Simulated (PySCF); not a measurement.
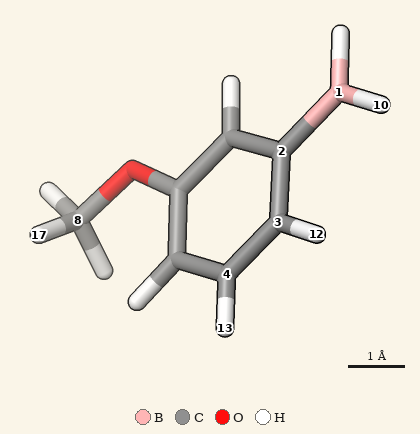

Figure 1. The input geometry (stick view, seen at a tilt; atoms are numbered from 1 in the order of the input). Bond lengths as drawn: B–C 1.55 Å, B–H 1.17 Å, C–C 1.38 to 1.40 Å, C–H 1.08 to 1.10 Å and C–O 1.36 to 1.41 Å.

**Run report: C$_{7}$H$_{9}$BO, spin–spin coupling calculation**

C$_{7}$H$_{9}$BO, computed with OLYP/6-31G indirect spin-spin coupling, non-relativistic, gas phase (PySCF 2.14.0).

The geometry comes from this level: GFN2-xTB. It belongs to a series of runs on one base structure; here: OLYP/6-31G; level_shift 0.3. Figures and captions count atoms from 1; the log counts them from 0 in places.

Log
```
final grid: 149224 points
cycle   1  E = -371.8839280297  dE =  1.157e+00  |g| = 5.809e-01  |ddm| = 4.178e+00
cycle   2  E = -371.8962634713  dE = -1.234e-02  |g| = 6.316e-01  |ddm| = 1.333e+00
cycle   3  E = -371.9633260382  dE = -6.706e-02  |g| = 1.566e-01  |ddm| = 3.748e-01
cycle   4  E = -371.9684344000  dE = -5.108e-03  |g| = 4.696e-02  |ddm| = 1.824e-01
cycle   5  E = -371.9689221265  dE = -4.877e-04  |g| = 5.809e-03  |ddm| = 6.172e-02
cycle   6  E = -371.9689358346  dE = -1.371e-05  |g| = 3.124e-03  |ddm| = 1.417e-02
cycle   7  E = -371.9689389155  dE = -3.081e-06  |g| = 1.039e-03  |ddm| = 6.007e-03
cycle   8  E = -371.9689393090  dE = -3.935e-07  |g| = 3.890e-04  |ddm| = 1.854e-03
cycle   9  E = -371.9689393901  dE = -8.105e-08  |g| = 1.383e-04  |ddm| = 8.451e-04
cycle  10  E = -371.9689394094  dE = -1.930e-08  |g| = 6.673e-05  |ddm| = 4.092e-04
cycle  11  E = -371.9689394153  dE = -5.943e-09  |g| = 4.427e-05  |ddm| = 1.830e-04
cycle  12  E = -371.9689394174  dE = -2.113e-09  |g| = 2.582e-05  |ddm| = 9.989e-05
cycle  13  E = -371.9689394182  dE = -7.569e-10  |g| = 1.523e-05  |ddm| = 5.605e-05
level shift removed, Fock matrix diagonalised once more
converged SCF energy = -371.9689394182

Indirect spin-spin couplings (Hz)
  i      j    bonds     total        FC       PSO       DSO        SD
  0 B    1 C    1     76.582    77.923    -1.726     0.228     0.157
  0 B    2 C    2      5.497     4.959     0.274    -0.018     0.282
  0 B    3 C    3      4.389     4.473     0.052    -0.089    -0.047
  0 B    4 C    4      0.901     0.678     0.065    -0.078     0.236
  0 B    5 C    3      5.200     5.247     0.062    -0.065    -0.044
  0 B    6 O    4     -0.175    -0.269     0.015     0.029     0.050
  0 B    8 C    2      6.356     5.805     0.269    -0.010     0.292
  0 B    9 H    1    142.300   143.084    -1.752     0.563     0.404
  0 B   10 H    1    142.398   143.180    -1.757     0.566     0.409
  0 B   11 H    3      4.304     4.344    -0.068     0.028     0.000
  0 B   12 H    4      0.302     0.559     0.127    -0.379    -0.005
  0 B   13 H    5     -0.644    -0.421     0.153    -0.391     0.015
  0 B   15 H    6     -0.210    -0.071     0.071    -0.210     0.000
  0 B   16 H    6     -0.209    -0.070     0.071    -0.210     0.000
  0 B   17 H    3      4.816     4.834    -0.071     0.054    -0.001
  1 C    9 H    2      0.018     0.518    -0.470    -0.031         -
  1 C   10 H    2     -0.166     0.336    -0.472    -0.030         -
  1 C   11 H    2      0.992     2.162    -0.944    -0.226         -
  1 C   12 H    3      5.974     6.382     0.049    -0.458         -
  1 C   13 H    4     -1.046    -0.792     0.133    -0.387         -
  1 C   15 H    5     -0.313    -0.167     0.043    -0.190         -
  1 C   16 H    5     -0.312    -0.166     0.043    -0.189         -
  1 C   17 H    2     -0.600     0.623    -1.010    -0.214         -
  2 C    9 H    3      4.364     4.271     0.010     0.083         -
  2 C   10 H    3      5.779     5.928     0.149    -0.297         -
  2 C   11 H    1    156.492   155.316     0.151     1.025         -
  2 C   12 H    2     -2.816    -1.493    -1.006    -0.317         -
  2 C   13 H    3      5.839     6.228     0.074    -0.463         -
  2 C   15 H    6      0.448     0.575     0.035    -0.162         -
  2 C   16 H    6      0.447     0.574     0.035    -0.162         -
  2 C   17 H    3      6.318     6.742     0.040    -0.464         -
  3 C    9 H    4      0.230     0.330     0.093    -0.193         -
  3 C   10 H    4      1.581     1.755     0.086    -0.259         -
  3 C   11 H    2     -1.068     0.202    -0.967    -0.303         -
  3 C   12 H    1    153.123   151.759     0.354     1.010         -
  3 C   13 H    2     -4.272    -3.096    -0.928    -0.247         -
  3 C   14 H    5     -0.287    -0.093     0.098    -0.291         -
  3 C   15 H    5     -0.414    -0.355     0.043    -0.101         -
  3 C   16 H    5     -0.413    -0.356     0.043    -0.100         -
  3 C   17 H    4     -1.482    -1.250     0.185    -0.417         -
  4 C    9 H    5     -0.727    -0.575     0.056    -0.208         -
  4 C   10 H    5     -0.648    -0.505     0.068    -0.211         -
  4 C   11 H    3      7.198     7.578     0.086    -0.466         -
  4 C   12 H    2     -1.444    -0.289    -0.894    -0.261         -
  4 C   13 H    1    152.537   150.980     0.410     1.146         -
  4 C   14 H    4     -0.267     0.037     0.030    -0.333         -
  4 C   15 H    4      0.772     0.697    -0.170     0.245         -
  4 C   16 H    4      0.775     0.699    -0.170     0.245         -
  4 C   17 H    3      3.327     3.609     0.187    -0.469         -
  5 C    9 H    4      2.189     2.312     0.081    -0.204         -
  5 C   10 H    4      0.365     0.409     0.089    -0.132         -
  5 C   11 H    4     -2.090    -1.917     0.172    -0.345         -
  5 C   12 H    3      7.171     7.486     0.082    -0.397         -
  5 C   13 H    2     -4.918    -3.883    -0.914    -0.122         -
  5 C   14 H    3     10.318    10.823     0.021    -0.526         -
  5 C   15 H    3      1.139     1.316    -0.205     0.029         -
  5 C   16 H    3      1.157     1.332    -0.205     0.030         -
  5 C   17 H    2     -5.893    -4.885    -0.922    -0.085         -
  6 O    9 H    5     -0.393    -0.456    -0.036     0.099         -
  6 O   13 H    3     -1.055    -1.350     0.288     0.008         -
  6 O   14 H    2    -14.514   -13.995    -0.562     0.043         -
  6 O   15 H    2     -1.785    -1.310    -0.567     0.092         -
  6 O   16 H    2     -1.782    -1.307    -0.567     0.092         -
  6 O   17 H    3     -2.112    -2.172     0.173    -0.114         -
  7 C   12 H    5     -0.184    -0.074     0.066    -0.176         -
  7 C   13 H    4      0.574     0.344    -0.128     0.358         -
  7 C   14 H    1    152.627   151.445     0.362     0.820         -
  7 C   15 H    1    148.366   147.127     0.368     0.871         -
  7 C   16 H    1    148.353   147.113     0.368     0.871         -
  7 C   17 H    4     -0.431    -0.204     0.093    -0.320         -
  8 C    9 H    3      6.178     6.321     0.140    -0.283         -
  8 C   10 H    3      4.325     4.211     0.004     0.111         -
  8 C   11 H    3      6.241     6.658     0.046    -0.462         -
  8 C   12 H    4     -2.316    -2.036     0.128    -0.408         -
  8 C   13 H    3      3.572     3.856     0.181    -0.465         -
  8 C   14 H    4     -0.688    -0.461     0.077    -0.303         -
  8 C   15 H    4     -0.448    -0.255     0.064    -0.257         -
  8 C   16 H    4     -0.450    -0.258     0.063    -0.256         -
  8 C   17 H    1    158.786   157.567     0.088     1.131         -
  9 H   10 H    2     -1.865    -0.322     0.402    -1.944         -
  9 H   11 H    4      1.009     0.309    -0.487     1.187         -
  9 H   12 H    5     -0.555    -0.127     0.295    -0.723         -
  9 H   13 H    6     -0.298     0.307     0.365    -0.970         -
  9 H   14 H    7     -0.387     0.018     0.232    -0.638         -
  9 H   15 H    7     -0.346     0.012     0.218    -0.576         -
  9 H   16 H    7     -0.346     0.012     0.217    -0.575         -
 10 H   11 H    4     -0.200     0.505     0.395    -1.100         -
 10 H   12 H    5     -0.427     0.258     0.417    -1.102         -
 10 H   13 H    6     -0.323     0.300     0.382    -1.006         -
 10 H   14 H    7     -0.296     0.001     0.160    -0.456         -
 10 H   15 H    7     -0.323     0.020     0.200    -0.543         -
 10 H   16 H    7     -0.322     0.020     0.200    -0.542         -
 10 H   17 H    4      1.023     0.255    -0.521     1.290         -
 11 H   12 H    3      8.149     8.542    -0.095    -0.299         -
 11 H   13 H    4     -0.516     0.617     0.591    -1.724         -
 11 H   14 H    7     -0.622     0.013     0.362    -0.997         -
 11 H   15 H    7     -0.778    -0.264     0.297    -0.810         -
 11 H   16 H    7     -0.777    -0.264     0.296    -0.809         -
 11 H   17 H    4     -0.209     0.970     0.658    -1.837         -
 12 H   13 H    3      9.214     9.462    -0.156    -0.093         -
 12 H   14 H    6     -0.483     0.160     0.382    -1.025         -
 12 H   17 H    5     -0.486     0.667     0.667    -1.820         -
 13 H   14 H    5     -1.114    -0.362     0.398    -1.150         -
 13 H   15 H    5      0.361    -0.895    -0.855     2.111         -
 13 H   16 H    5      0.355    -0.899    -0.854     2.109         -
 13 H   17 H    4      1.698     2.926     0.683    -1.912         -
 14 H   15 H    2    -17.226   -15.797     0.930    -2.359         -
 14 H   16 H    2    -17.244   -15.815     0.929    -2.358         -
 14 H   17 H    5     -0.416     0.118     0.199    -0.734         -
 15 H   16 H    2    -13.694   -12.433     0.940    -2.201         -
 15 H   17 H    5     -0.809    -0.048     0.361    -1.122         -
 16 H   17 H    5     -0.807    -0.047     0.360    -1.120         -
```

This output came from the following input.

The input
```
{"job": {"kind": "j", "xc": "OLYP", "basis": "6-31G", "scf": {"level_shift": 0.3}}, "charge": 0, "multiplicity": 1}
B     -3.045625    -1.139659    -0.189311
C     -1.719918    -0.347131    -0.150036
C     -1.684237     1.040869    -0.362622
C     -0.495174     1.737339    -0.324695
C      0.703806     1.085159    -0.073983
C      0.703206    -0.289168     0.140732
O      1.813104    -1.040277     0.395628
C      3.062564    -0.398351     0.452866
C     -0.503099    -0.984808     0.099903
H     -4.053892    -0.585548    -0.398684
H     -3.043587    -2.294708    -0.009818
H     -2.606276     1.567353    -0.558876
H     -0.485260     2.805416    -0.490845
H      1.619231     1.656310    -0.049577
H      3.787066    -1.182623     0.666336
H      3.316724     0.076686    -0.500539
H      3.095967     0.349578     1.252055
H     -0.473360    -2.050119     0.269813
```

The first line tells a small driver script what to run in PySCF; the rest is the geometry in Å.

Run as:
```bash
OMP_NUM_THREADS=1 python <driver script> task.json out
```

Key numbers

```tsv
quantity	value
outcome	converged
total energy	−371.968939 hartree
HOMO	−5.17 eV
LUMO	−2.21 eV
dipole moment	3.23 D
hardware	1 CPU thread, shared host
wall time	22 s
peak memory	0.5 GiB
```

Notes

Settings chosen away from the usual ones: OLYP/6-31G; level_shift 0.3.
